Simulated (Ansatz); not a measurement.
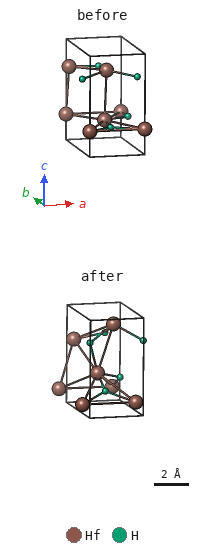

The structure of solid HfH (a generated structure, set up in P1) (coarse preliminary run) before (top) and after (bottom) a relaxation, at one scale.

Style: ball-and-stick. Shown: the cell of the calculation, slightly off an axis.

All numbers below come from DFT PBE, scalar-relativistic, plane waves, PAW (Ansatz 0.2.0).

Input file:
```yaml
crystal:
  lattice:
    - [1.6414027222, -2.944071612, 0.0143970718]
    - [-4.9245044741, -2.9442426852, 0.0334441881]
    - [0.0172854969, 0.0401533196, -6.0595011818]
  atoms:
    - { symbol: Hf, position: [0.4826114149, 0.4986504094, 0.2709365681] }
    - { symbol: Hf, position: [-0.0032411801, -0.0067255906, 0.2555840193] }
    - { symbol: Hf, position: [1.0383501978, 0.9656904074, 0.7310263652] }
    - { symbol: Hf, position: [0.5248713602, 0.5186547764, 0.7606420462] }
    - { symbol: H, position: [-0.0184237864, 0.6680978772, 0.2659786604] }
    - { symbol: H, position: [0.4639187558, 0.2073651903, 0.2481219585] }
    - { symbol: H, position: [0.5116328617, 0.8237777358, 0.7503041438] }
    - { symbol: H, position: [0.0002803761, 0.3244891941, 0.7174062384] }
basis:
  ecutwfc: 420
kpoints:
  mp_grid: { grid: [6, 4, 4] }
hamiltonian:
  xc: pbe
scf:
  occupations: { method: gaussian, width: 0.2 }
  lower_state_search: "off"
output:
  forces: true
  stress: true
  eigenvalues: true
relax:
  adjacent_minimum: "off"
  f_tol: 0.025
  max_steps: 60
  cell: { stress_tol: 0.25 }
```

Launched with:
```bash
ansatz run input.yaml --threads 1 --pin off --max-ram 2560MiB --backend cpu --events-out ev --progress --plain --runs-dir out
```

Question: Describe what moved and what it gained.

Answer: The run was cut off at its time limit before the relaxation converged, so the last structure is only a point on the way. Hf2 moves most relative to the cell: 0.80 Å along [−1 0 −1]. Largest moves by element: Hf 0.80 Å, H 0.54 Å. The volume changes by −12.5 %, with a 3.371 → 3.254 Å (−3.5 %), b 5.738 → 5.362 Å (−6.5 %), c 6.060 → 5.875 Å (−3.0 %), α 90.7° → 91.2°, β 90.5° → 90.2°, γ 88.3° → 89.7°. Near-neighbour distances that change, for instance: Hf2–Hf4 4.522 → 3.175 Å, Hf1–Hf3 4.463 → 3.247 Å, Hf2–Hf4 (another image) 4.351 → 3.220 Å, Hf1–H8 3.347 → 2.223 Å. New bonds form: Hf1–Hf3 (4.11 → 3.17 Å), Hf1–Hf3 (4.46 → 3.25 Å), Hf2–Hf4 (4.35 → 3.22 Å), Hf2–Hf4 (4.52 → 3.18 Å). Among the angles between lasting bonds that change: Hf3–H7–Hf3 127.7° → 112.2°, Hf3–H8–Hf4 126.3° → 111.8°, Hf1–H6–Hf2 130.8° → 122.5°. The space group stays P1 (No. 1). The energy falls by 399 meV per atom in 6 geometry steps. Largest force component: 2.8 eV/Å at the start, 0.36 eV/Å at the end. Pressure: 1.12 GPa at the start and −0.55 GPa at the end. The run took 7.2 min on 1 thread of Arm Neoverse V1, on a shared host, peak memory 0.53 GiB.
